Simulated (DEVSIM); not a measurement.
Structure: Si n-i-p diode, at 400 K.

```csv
layer (left to right),material,thickness (μm),Nd (cm⁻³),Na (cm⁻³),τn (s),τp (s)
1,Si,0.460,7.3e17,-,9e-6,9e-6
2,Si,0.500,-,1.1e13,9e-6,9e-6
3,Si,1.40,-,1.5e19,9e-6,9e-6
```

Left contact: ohmic. Right contact: ohmic. Voltage is applied to the left contact. Recombination: SRH at mid-gap, radiative, Auger. Mobility is μmin + (μ − μmin)/(1 + (N/Nref)^α).

The device is made up for the run: typed textbook-type constants, with dimensions and the other settings drawn at random. Values at 300 K; Nc and Nv go as T^1.5, mobilities as T to minus their exponent, the gap by Varshni's rule with the affinity fixed.

```csv
parameter,Si
gap (eV),1.124
affinity (eV),4.05
permittivity,11.7
Nc (cm⁻³),2.86e19
Nv (cm⁻³),3.1e19
μn (cm²/Vs),1417
μp (cm²/Vs),470
"μn,min",52
"μp,min",45
"Nref,n",9.7e16
"Nref,p",2.2e17
αn,0.68
αp,0.72
T exponent of μn,2.3
T exponent of μp,2.2
B (cm³/s),4.7e-15
Cn (cm⁶/s),2.8e-31
Cp (cm⁶/s),9.9e-32
Varshni α (eV/K),0.000473
Varshni β (K),636
```

DEVSIM, 1D drift-diffusion, Boltzmann statistics, complete ionisation; no tunnelling, impact ionisation, image-force lowering or self-heating.

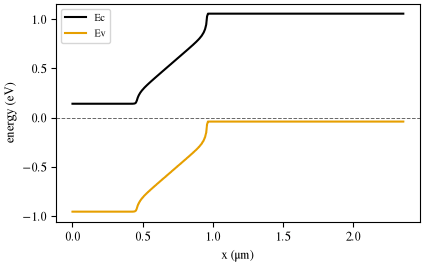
Figure: Band edges at zero bias

Energies count from the Fermi level of the right contact; mesh points crowd at the junctions.

| x (μm) | Ec (eV) | Ev (eV) | n (cm⁻³) | p (cm⁻³) | field (V/cm) |
|---|---|---|---|---|---|
| 0.000 | 0.141 | -0.955 | 7.3e17 | 4.4e7 | ≈ 0 |
| 0.02498 | 0.141 | -0.955 | 7.3e17 | 4.4e7 | ≈ 0 |
| 0.07686 | 0.141 | -0.955 | 7.3e17 | 4.4e7 | ≈ 0 |
| 0.1731 | 0.141 | -0.955 | 7.3e17 | 4.4e7 | ≈ 0 |
| 0.3537 | 0.141 | -0.955 | 7.3e17 | 4.4e7 | ≈ 0 |
| 0.4178 | 0.141 | -0.955 | 7.3e17 | 4.4e7 | 41 |
| 0.4523 | 0.152 | -0.944 | 5.4e17 | 6.0e7 | 18000 |
| 0.4832 | 0.252 | -0.844 | 2.9e16 | 1.1e9 | 22000 |
| 0.5337 | 0.333 | -0.763 | 2.8e15 | 1.2e10 | 13000 |
| 0.6280 | 0.453 | -0.644 | 8.7e13 | 3.7e11 | 12000 |
| 0.7880 | 0.650 | -0.446 | 2.8e11 | 1.1e14 | 12000 |
| 0.9046 | 0.802 | -0.294 | 3.4e9 | 9.4e15 | 16000 |
| 0.9459 | 0.899 | -0.197 | 2.1e8 | 1.6e17 | 43000 |
| 0.9666 | 1.056 | -0.040 | 2200000 | 1.5e19 | 1400 |
| 1.020 | 1.056 | -0.040 | 2100000 | 1.5e19 | ≈ 0 |
| 1.107 | 1.056 | -0.040 | 2100000 | 1.5e19 | ≈ 0 |
| 1.298 | 1.056 | -0.040 | 2100000 | 1.5e19 | ≈ 0 |
| 1.660 | 1.056 | -0.040 | 2100000 | 1.5e19 | ≈ 0 |
| 2.114 | 1.056 | -0.040 | 2100000 | 1.5e19 | ≈ 0 |
| 2.252 | 1.056 | -0.040 | 2100000 | 1.5e19 | ≈ 0 |
| 2.319 | 1.056 | -0.040 | 2100000 | 1.5e19 | ≈ 0 |
| 2.360 | 1.056 | -0.040 | 2100000 | 1.5e19 | ≈ 0 |
